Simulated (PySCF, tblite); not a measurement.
# B3FH5N3: dynamics, then NMR shifts on frames, part 2 of 2

tblite 0.8.0 and PySCF 2.14.0. Atoms count from 0.

**5. Nuclear shieldings: 625 fs, PBE0/pcSseg-1**

The job: settings as JSON, then the geometry in Å.

```
{"job": {"kind": "nmr", "xc": "PBE0", "basis": "pcSseg-1", "pop": false}, "charge": 0, "multiplicity": 1}
F     -3.202600     0.309500     1.885800
B     -2.067900     0.067600     1.154200
N     -1.015900    -0.677100     1.901500
B      0.109600    -1.217000     1.235000
N      0.275200    -0.792500    -0.124400
B     -0.559300     0.175700    -0.806200
N     -1.840200     0.552300    -0.120600
H     -1.112000    -0.855900     2.917300
H      0.967500    -1.732800     1.848900
H      0.946600    -1.269900    -0.680200
H     -0.146400     0.747100    -1.853100
H     -2.431700     1.250200    -0.513300
```

Level: GIAO PBE0/pcSseg-1 NMR shielding, non-relativistic, gas phase.

The program printed:

```text
coarse grid: 10632 points
cycle   1  E = -341.4217243813  dE =  8.341e-01  |g| = 6.524e-01  |ddm| = 3.005e+00
cycle   2  E = -341.3726763426  dE =  4.905e-02  |g| = 8.659e-01  |ddm| = 9.135e-01
cycle   3  E = -341.5051328176  dE = -1.325e-01  |g| = 4.717e-02  |ddm| = 5.206e-01
cycle   4  E = -341.5054334615  dE = -3.006e-04  |g| = 3.059e-02  |ddm| = 4.666e-02
cycle   5  E = -341.5056119882  dE = -1.785e-04  |g| = 8.345e-03  |ddm| = 2.058e-02
cycle   6  E = -341.5056269069  dE = -1.492e-05  |g| = 1.477e-03  |ddm| = 6.092e-03
cycle   7  E = -341.5056274114  dE = -5.045e-07  |g| = 3.435e-04  |ddm| = 1.314e-03
final grid: 105064 points
cycle   8  E = -341.5372914899  dE = -3.395e-05  |g| = 9.038e-03  |ddm| = 1.809e-02
cycle   9  E = -341.5372781265  dE =  1.336e-05  |g| = 1.223e-02  |ddm| = 1.258e-02
cycle  10  E = -341.5373084181  dE = -3.029e-05  |g| = 6.975e-04  |ddm| = 6.981e-03
cycle  11  E = -341.5373084973  dE = -7.921e-08  |g| = 2.879e-04  |ddm| = 5.667e-04
cycle  12  E = -341.5373085093  dE = -1.195e-08  |g| = 6.960e-05  |ddm| = 1.774e-04
cycle  13  E = -341.5373085103  dE = -9.986e-10  |g| = 1.689e-05  |ddm| = 5.913e-05
converged SCF energy = -341.5373085103

GIAO shielding tensors (ppm)
atom      isotropic    diamagn.    paramagn.     s11        s22        s33       span
  0 F      301.114     465.440    -164.326    192.292    318.670    392.379    200.087
  1 B       76.580     193.653    -117.073     54.375     86.092     89.273     34.897
  2 N      129.904     324.194    -194.290     21.378    159.687    208.646    187.268
  3 B       71.869     197.575    -125.707     40.551     61.424    113.631     73.080
  4 N      127.169     323.959    -196.790    -15.098    157.423    239.182    254.280
  5 B       67.341     197.147    -129.806     41.477     52.411    108.134     66.657
  6 N      145.584     324.457    -178.873     48.108    160.791    227.852    179.744
  7 H       25.836      28.483      -2.647     21.174     25.596     30.737      9.563
  8 H       26.852      30.371      -3.520     24.403     26.973     29.178      4.775
  9 H       26.662      33.453      -6.791     22.546     25.944     31.495      8.950
 10 H       25.548      29.047      -3.499     23.133     25.627     27.883      4.750
 11 H       26.624      30.506      -3.881     21.962     25.679     32.232     10.270
```

Run time: 32 s. Hardware: 1 thread of AMD EPYC, shared host; peak memory 0.72 GiB.

This run: δ F0 -130.2, B5 32.7, B3 28.2, B1 23.5, H10 6.17, H7 5.88 ppm.

**6. Nuclear shieldings: 800 fs, PBE0/pcSseg-1**

The job: settings as JSON, then the geometry in Å.

```
{"job": {"kind": "nmr", "xc": "PBE0", "basis": "pcSseg-1", "pop": false}, "charge": 0, "multiplicity": 1}
F     -2.896900     0.897300     1.773600
B     -1.988600     0.573500     0.836100
N     -1.031600    -0.327500     1.482100
B      0.035800    -0.936300     0.762100
N      0.008600    -0.628000    -0.635300
B     -0.977500     0.094000    -1.373500
N     -2.028100     0.819500    -0.566600
H     -1.278200    -0.407300     2.475500
H      0.751500    -1.753200     1.250100
H      0.542900    -1.268900    -1.144800
H     -1.041700     0.045000    -2.545000
H     -2.498100     1.575400    -1.069800
```

Level: GIAO PBE0/pcSseg-1 NMR shielding, non-relativistic, gas phase.

The program printed:

```text
coarse grid: 10632 points
cycle   1  E = -341.4156230116  dE =  8.885e-01  |g| = 6.511e-01  |ddm| = 3.014e+00
cycle   2  E = -341.3687975484  dE =  4.683e-02  |g| = 8.561e-01  |ddm| = 9.014e-01
cycle   3  E = -341.4984005645  dE = -1.296e-01  |g| = 4.147e-02  |ddm| = 5.114e-01
cycle   4  E = -341.4986703320  dE = -2.698e-04  |g| = 2.542e-02  |ddm| = 4.388e-02
cycle   5  E = -341.4987966266  dE = -1.263e-04  |g| = 8.335e-03  |ddm| = 1.880e-02
cycle   6  E = -341.4988112003  dE = -1.457e-05  |g| = 1.535e-03  |ddm| = 5.796e-03
cycle   7  E = -341.4988117348  dE = -5.345e-07  |g| = 2.260e-04  |ddm| = 1.215e-03
final grid: 105064 points
cycle   8  E = -341.5311317519  dE = -3.890e-05  |g| = 9.230e-03  |ddm| = 1.875e-02
cycle   9  E = -341.5311183736  dE =  1.338e-05  |g| = 1.240e-02  |ddm| = 1.299e-02
cycle  10  E = -341.5311493928  dE = -3.102e-05  |g| = 7.400e-04  |ddm| = 7.097e-03
cycle  11  E = -341.5311494864  dE = -9.362e-08  |g| = 2.918e-04  |ddm| = 6.075e-04
cycle  12  E = -341.5311494982  dE = -1.178e-08  |g| = 7.898e-05  |ddm| = 1.745e-04
cycle  13  E = -341.5311494994  dE = -1.238e-09  |g| = 1.833e-05  |ddm| = 6.074e-05
cycle  14  E = -341.5311494995  dE = -5.753e-11  |g| = 6.837e-06  |ddm| = 1.400e-05
converged SCF energy = -341.5311494995

GIAO shielding tensors (ppm)
atom      isotropic    diamagn.    paramagn.     s11        s22        s33       span
  0 F      290.519     466.651    -176.132    191.729    308.285    371.543    179.814
  1 B       76.454     193.553    -117.100     53.439     85.130     90.792     37.353
  2 N      121.814     322.979    -201.166     12.736    158.077    194.628    181.892
  3 B       71.686     195.929    -124.243     42.390     60.108    112.560     70.170
  4 N      129.795     322.899    -193.105    -12.825    158.873    243.335    256.160
  5 B       67.049     196.103    -129.055     40.034     51.143    109.969     69.936
  6 N      150.678     324.909    -174.231     56.171    159.676    236.187    180.016
  7 H       25.793      30.419      -4.626     21.245     26.683     29.452      8.207
  8 H       26.620      29.954      -3.334     24.308     26.587     28.965      4.657
  9 H       27.019      33.517      -6.498     22.615     26.745     31.698      9.083
 10 H       26.590      29.766      -3.176     24.396     26.974     28.399      4.002
 11 H       26.335      28.315      -1.980     21.500     24.648     32.858     11.358
```

Wall time 40 s (1 thread of AMD EPYC, shared host); peak memory 0.72 GiB.

In short: δ F0 -119.6, B5 33.0, B3 28.4, B1 23.6, H7 5.92, H11 5.38 ppm.

**7. Shielding tensors: 1000 fs, PBE0/pcSseg-1**

The job: settings as JSON, then the geometry in Å.

```
{"job": {"kind": "nmr", "xc": "PBE0", "basis": "pcSseg-1", "pop": false}, "charge": 0, "multiplicity": 1}
F     -2.694800     0.342600     2.520400
B     -1.882000     0.102200     1.424900
N     -0.534200    -0.119300     1.817300
B      0.265200    -0.715200     0.790200
N     -0.099700    -0.837200    -0.607800
B     -1.468800    -0.634600    -0.878100
N     -2.310000     0.018500     0.161600
H     -0.416800    -0.375100     2.776300
H      1.422700    -1.181300     1.026500
H      0.508800    -1.258600    -1.313900
H     -2.105600    -0.793300    -1.944400
H     -3.304900     0.148900     0.014500
```

With the program's defaults for keys left out, this is: GIAO PBE0/pcSseg-1 NMR shielding, non-relativistic, gas phase.

The program printed:

```text
coarse grid: 10632 points
cycle   1  E = -341.4117579593  dE =  9.653e-01  |g| = 6.536e-01  |ddm| = 3.038e+00
cycle   2  E = -341.3704266133  dE =  4.133e-02  |g| = 8.484e-01  |ddm| = 9.272e-01
cycle   3  E = -341.4943098632  dE = -1.239e-01  |g| = 4.445e-02  |ddm| = 5.284e-01
cycle   4  E = -341.4945627245  dE = -2.529e-04  |g| = 2.886e-02  |ddm| = 4.697e-02
cycle   5  E = -341.4947163992  dE = -1.537e-04  |g| = 7.318e-03  |ddm| = 2.115e-02
cycle   6  E = -341.4947263524  dE = -9.953e-06  |g| = 1.766e-03  |ddm| = 5.132e-03
final grid: 105064 points
cycle   7  E = -341.5271428007  dE = -3.429e-05  |g| = 9.241e-03  |ddm| = 1.937e-02
cycle   8  E = -341.5271297388  dE =  1.306e-05  |g| = 1.228e-02  |ddm| = 1.191e-02
cycle   9  E = -341.5271598957  dE = -3.016e-05  |g| = 5.877e-04  |ddm| = 6.792e-03
cycle  10  E = -341.5271599373  dE = -4.158e-08  |g| = 3.071e-04  |ddm| = 4.992e-04
cycle  11  E = -341.5271599509  dE = -1.366e-08  |g| = 4.550e-05  |ddm| = 1.839e-04
cycle  12  E = -341.5271599513  dE = -3.751e-10  |g| = 1.400e-05  |ddm| = 3.916e-05
converged SCF energy = -341.5271599513

GIAO shielding tensors (ppm)
atom      isotropic    diamagn.    paramagn.     s11        s22        s33       span
  0 F      302.802     466.786    -163.984    206.312    328.568    373.527    167.215
  1 B       76.079     195.048    -118.969     45.929     87.591     94.717     48.788
  2 N      146.175     322.811    -176.637     35.447    179.986    223.090    187.644
  3 B       66.740     195.565    -128.825     36.616     54.272    109.331     72.715
  4 N      117.983     323.910    -205.926    -29.123    155.312    227.760    256.883
  5 B       68.063     194.290    -126.227     41.181     54.178    108.830     67.649
  6 N      146.970     322.244    -175.273     43.739    177.999    219.174    175.435
  7 H       26.796      30.611      -3.815     22.423     26.419     31.545      9.122
  8 H       25.840      28.932      -3.092     22.865     26.116     28.539      5.674
  9 H       24.958      31.121      -6.162     21.712     24.071     29.092      7.381
 10 H       25.853      27.530      -1.677     23.185     25.420     28.954      5.769
 11 H       26.460      28.030      -1.570     21.681     25.845     31.855     10.175
```

It took 36 s on 1 thread of AMD EPYC, shared host; peak memory 0.72 GiB.

This run: δ F0 -131.9, B3 33.3, B5 32.0, B1 24.0, H9 6.76, H8 5.88 ppm.

**8. Run by run: NMR shifts**

Shifts (ppm) of some atoms, chosen among heavy atoms and hydrogens apart, with basis size and wall time:

```csv
frame,H9,H10,F0,B5,N4,N2,N6,functions,time
250 fs,5.32,3.85,-123.4,27.4,148.6,133.3,119.1,144,31 s
425 fs,5.90,5.34,-117.9,29.4,137.7,128.2,126.8,144,30 s
625 fs,5.06,6.17,-130.2,32.7,140.6,137.8,122.1,144,32 s
800 fs,4.70,5.13,-119.6,33.0,137.9,145.9,117.1,144,40 s
1000 fs,6.76,5.86,-131.9,32.0,149.7,121.6,120.8,144,36 s
```

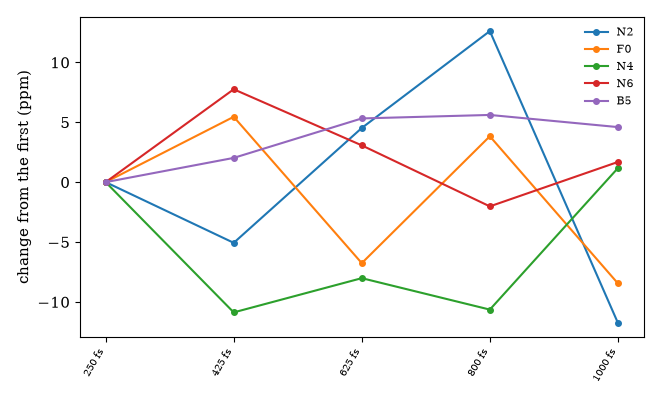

How five of the tabulated atoms move from run to run.

**9. Results**

This closing draws on all 2 parts.

```
                                           quantity                             value
                                         thermostat                             600 K
                      mean temperature, second half                             621 K
            mean potential energy above the minimum                           0.86 eV
      1H shifts against TMS (PBE0/pcSseg-1, 250 fs)  5.58, 5.45, 5.32, 4.76, 3.85 ppm
   19F shifts against CFCl3 (PBE0/pcSseg-1, 250 fs)                        -123.4 ppm
11B shifts against BF3·OEt2 (PBE0/pcSseg-1, 250 fs)              29.0, 27.4, 24.4 ppm
     15N shifts against NH3 (PBE0/pcSseg-1, 250 fs)           148.6, 133.3, 119.1 ppm
                           range of the shift of N2                121.6 to 145.9 ppm
```

What this shows: In the second half the potential energy averages 0.86 eV above the minimum; equipartition over 30 harmonic modes at 600 K would give 0.78 eV. With 12 atoms the temperature swings widely (418 to 845 K). Shifts at one fixed geometry are not the observed spectrum, which averages over the motion. In the first frame run (250 fs): The widest tensor belongs to N4: span 258 ppm, with a paramagnetic part of -205 ppm. In ppm, N2 moves most: its shift spreads over 24.4 ppm, from 121.6 (1000 fs) to 145.9 (800 fs).
